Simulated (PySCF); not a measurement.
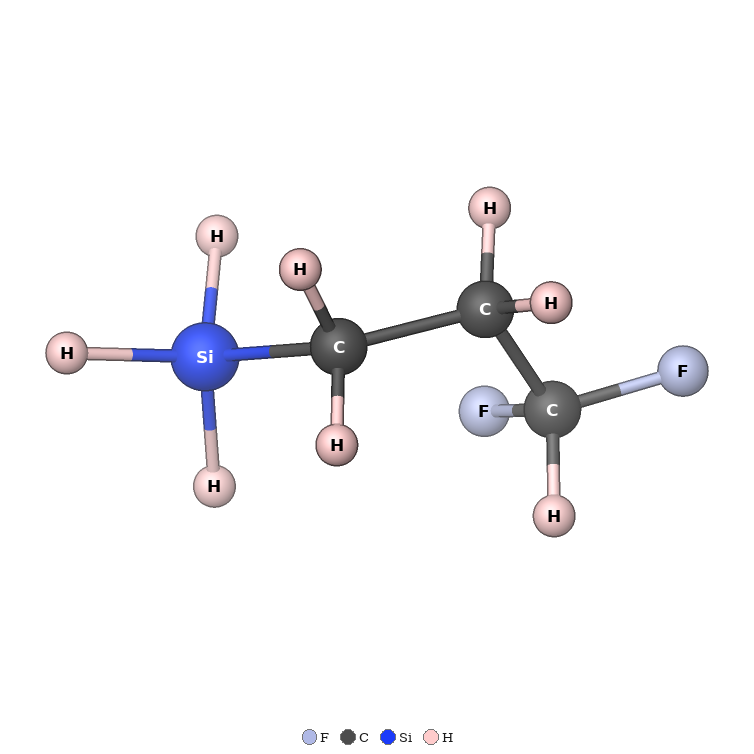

Orthographic view. Depth is shown by fading: the farther an atom, the more it takes the colour of the background. The geometry was computed by an optimisation with PBE0-D3(BJ)/def2-SVP. No frequency run is at hand to confirm it as a minimum.

Q: Give the standard InChI.

A: InChI=1S/C3H8F2Si/c4-3(5)1-2-6/h3H,1-2H2,6H3
